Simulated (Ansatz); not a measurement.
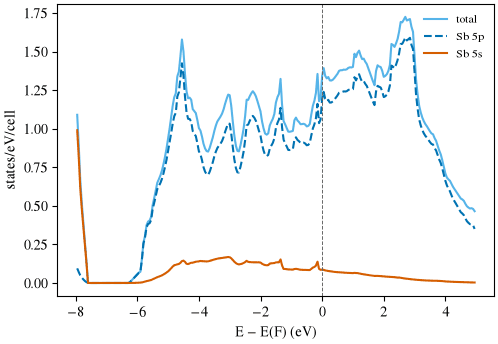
Figure: Total and projected density of states of Sb (hcp (Mg type), P6_3/mmc), plane-wave PAW r²SCAN+D4 (Ansatz code)

**Question.** Which orbitals carry the states next to the Fermi level?

**Answer.** Within 0.5 eV of the Fermi level: Sb 5p 88 %, Sb 5s 7 %. Projections are on Löwdin-orthogonalised atomic valence shells; empty p or d shells of many metals are not among them.

**Question.** Where is the tallest occupied peak in this window, and what makes it?

**Answer.** Near -4.5 eV, about 1.6 states/eV per cell; the largest projected share is Sb 5p.

The workflow started from an entry of the Crystallography Open Database (COD), which files this formula under 5 space groups. It is not the phase usual at ambient conditions (space group No. 166). The cell was relaxed with r²SCAN+D4 under the symmetry of its start; its stability against distortions is not shown here. Spin–orbit coupling is left out wherever it is not named.

Potentials: the later of the program's two PAW sets.
